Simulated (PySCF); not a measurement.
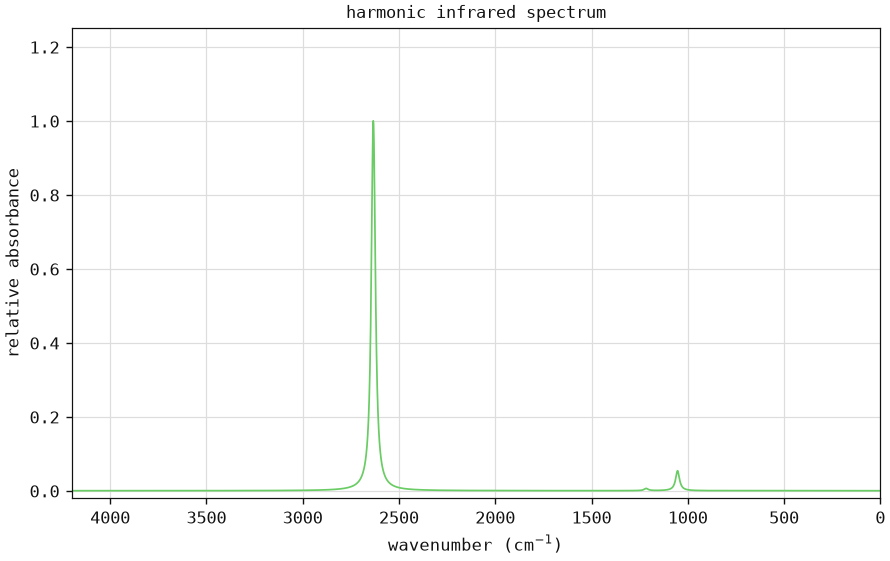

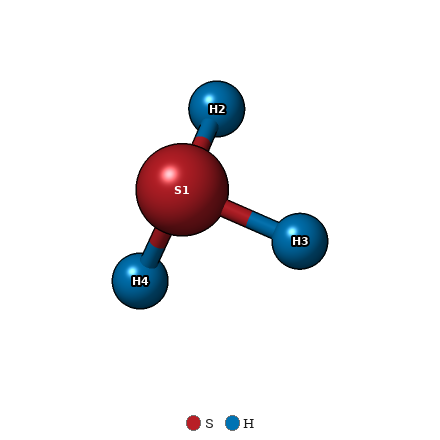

Infrared spectrum of SH₃⁺, singlet (point group C3v). Unscaled harmonic wavenumbers and double-harmonic intensities, PBE0/def2-TZVP, PySCF, isolated molecule. The structure is the lowest of the points that a search from trigonal pyramidal, trigonal planar and T-shaped starts found. Degenerate modes count as one line, with their intensities summed. Lorentzian lines of 24 cm⁻¹ full width. Close modes add up in the curve.

> List the modes.

```csv
cm⁻¹,km/mol,symmetry
1053.1,13.1,a1
1215.6,1.5,e (×2)
2629.0,60.5,a1
2634.4,191.5,e (×2)
```
